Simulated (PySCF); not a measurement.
```yaml
atoms:
  - { symbol: Cl, position_ang: [-2.4541, -1.8830, 0.0661] }
  - { symbol: C, position_ang: [-0.9603, -1.0265, -0.0327] }
  - { symbol: C, position_ang: [0.1917, -1.5850, -0.2913] }
  - { symbol: O, position_ang: [1.3761, -1.0512, -0.3945] }
  - { symbol: Si, position_ang: [1.6064, 0.5711, -0.0933] }
  - { symbol: O, position_ang: [0.1417, 1.1123, 0.3508] }
  - { symbol: C, position_ang: [-1.0891, 0.4781, 0.1981] }
  - { symbol: H, position_ang: [2.0332, 1.1254, -1.3669] }
  - { symbol: H, position_ang: [2.4552, 0.6917, 1.0736] }
  - { symbol: H, position_ang: [-1.6259, 0.9250, -0.6493] }
  - { symbol: H, position_ang: [-1.6695, 0.6448, 1.1134] }
```

Geometry: GFN2-xTB.

Level of theory: UKS B3LYP, pcH-1 on C Cl H O Si, non-relativistic, mean-field spin-orbit, GIAO (PySCF).

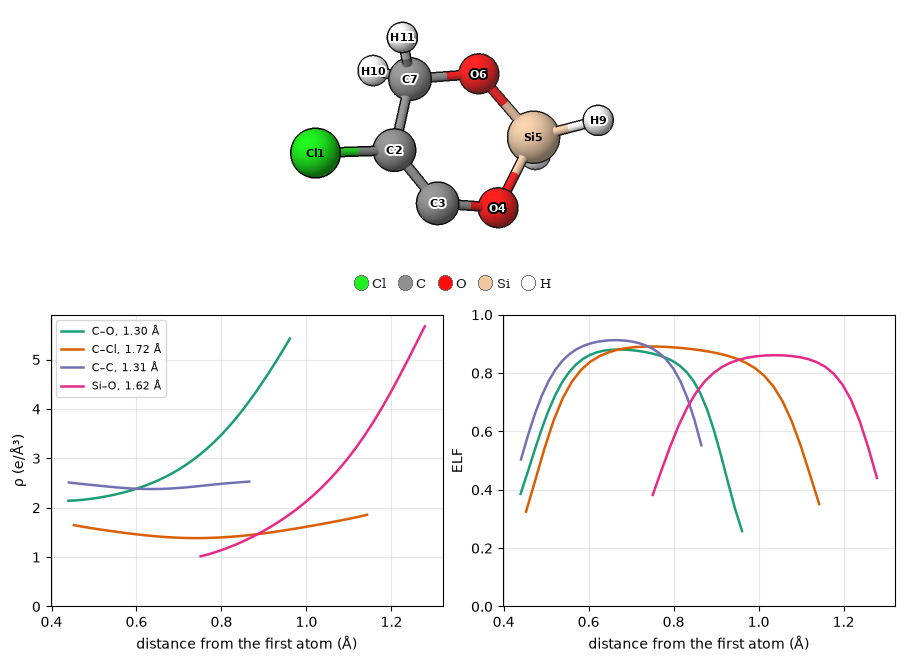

C3H4ClO2Si (SMILES ClC1=[C]O[SiH2]OC1) (doublet). Electron density and ELF along straight lines between neighbouring atoms. The curves leave out the atomic cores. The structure is drawn too.

Q: What kind of bonding do the profiles show?

A: C–O (1.30 Å): the density is about 2.6 e/Å³ at the midpoint; the ELF peaks at about 0.90 between the atoms, as expected for a polar covalent bond.
C–Cl (1.72 Å): ρ is about 1.4 e/Å³ halfway; the ELF peaks at about 0.90 between the atoms; a covalent bond.
C–C (1.31 Å): ρ at the midpoint is about 2.4 e/Å³; the ELF peaks at about 0.90 between the atoms; a short, multiple covalent bond.
Si–O (1.62 Å): ρ at the midpoint is about 1.2 e/Å³; the ELF peaks at about 0.85 between the atoms; a polar covalent bond.
